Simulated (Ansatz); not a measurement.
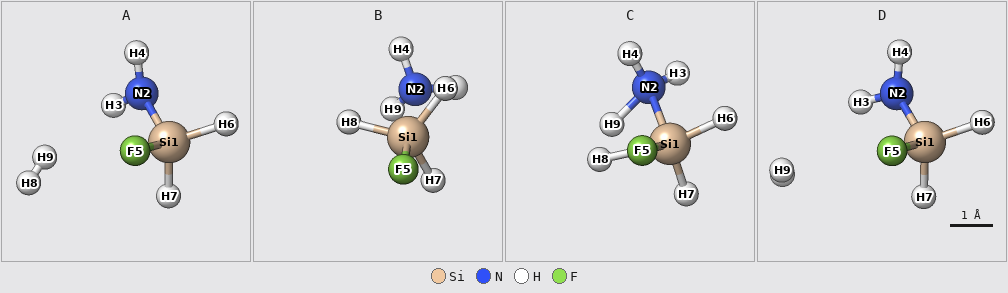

4 geometries from a converged minimum-energy path of SiNH6F, made up at the start of SiNH4F and H₂, shuffled. Style: ball-and-stick. Shown at a tilt.

Level of theory: RKS PBE/6-31G* in Ansatz 0.2.0. Settings: 5 movable images; climbing image; force threshold 0.05 eV/Å; iteration limit 60; starting path through a guess of the saddle point.

**One of them is the converged climbing image. Which?**

C. In order along the path, whose images run from 0 to 6: D (image 0, 0.0 kJ/mol), A (image 2, +4.0 kJ/mol), C (image 4, +197.3 kJ/mol), B (image 6, +15.3 kJ/mol). Breaking: H8–H9 (0.75 → 1.11 at the top → 2.79 Å), Si1–N2 (1.72 → 1.91 at the top → 2.44 Å). Forming: N2–H9 (3.35 → 1.25 at the top → 1.03 Å), Si1–H8 (4.17 → 1.84 at the top → 1.50 Å).

Limits of the set-up: the start holds two separate molecules, 2.5 Å apart at their closest, whose relative position is a soft coordinate and is computed without a dispersion correction.
